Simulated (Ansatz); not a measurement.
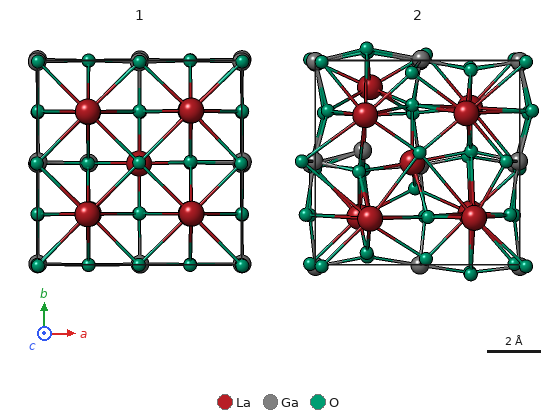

Two geometries of a defect cell of composition La₉Ga₈O₂₄, drawn at one scale. One is the start of a relaxation, the other its converged end. Style: ball-and-stick. Shown: the cell of the calculation (origin shifted), along the c axis.

Theory: DFT, PBEsol, PAW, plane waves (Ansatz). (plane-wave cutoff 420 eV; k-point mesh 1 × 1 × 1; mesh shifted by (0.25, 0.25, 0.25); collinear spin; atoms relaxed in a fixed cell; force threshold 0.03 eV/Å; at most 80 steps)

### Which one is relaxed?

Structure 2 is the relaxed one. An O atom moves most: 1.05 Å roughly along [0 −2 −1]. Largest moves by element: O 1.05 Å, La 0.97 Å, Ga 0.68 Å. The cell doesn't change. Some distances before and after: La–O 2.729 → 4.221 Å, La–O 2.764 → 4.028 Å, La–O 2.694 → 3.908 Å, Ga–O 1.917 → 3.100 Å. Bonds break: Ga–O (1.92 → 3.10 Å), La–O (2.69 → 3.91 Å), La–O (2.70 → 3.61 Å), La–O (2.73 → 3.71 Å). Among the angles between lasting bonds that change: La–O–Ga 178.1° → 126.3°, La–O–Ga 178.4° → 132.0°, La–O–Ga 90.3° → 128.4°. After 21 geometry steps the energy has fallen by 24.793 eV per cell of the calculation. Largest force component: 26 eV/Å at the start, 0.0099 eV/Å at the end.

Limits of the set-up: the periodic images lie only 7.7 Å apart, so the values are limited by the cell's size.
